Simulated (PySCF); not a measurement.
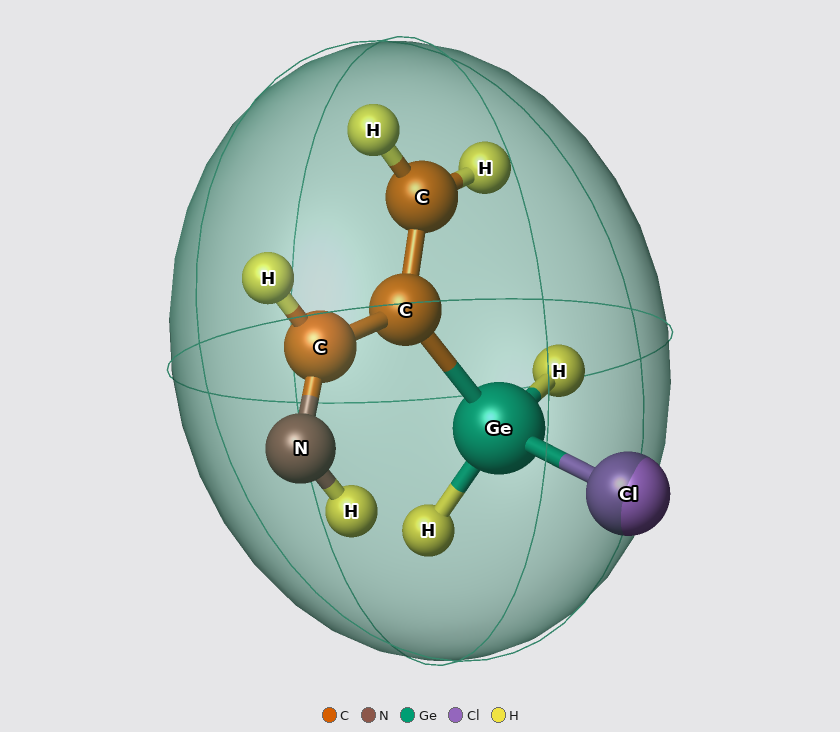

The ellipsoid shows the static dipole polarisability: its half-axes are proportional to the principal values. The geometry was computed by an optimisation with GFN2-xTB. No frequency run is at hand to confirm it as a minimum. Computed with PBE0/def2-SVPD (PySCF 2.14.0).

**How large and how anisotropic is the polarisability?**

Principal values 69.4, 88.5, 103.8 bohr³; mean 87.2 bohr³ (12.92 Å³); anisotropy 29.8 bohr³, so the longest axis is 1.50 times the shortest.

The geometry is semi-empirical. Around Ge such bond lengths and angles can be off by a tenth of an ångström or more and by several degrees, and values that hang on the shape move with them.
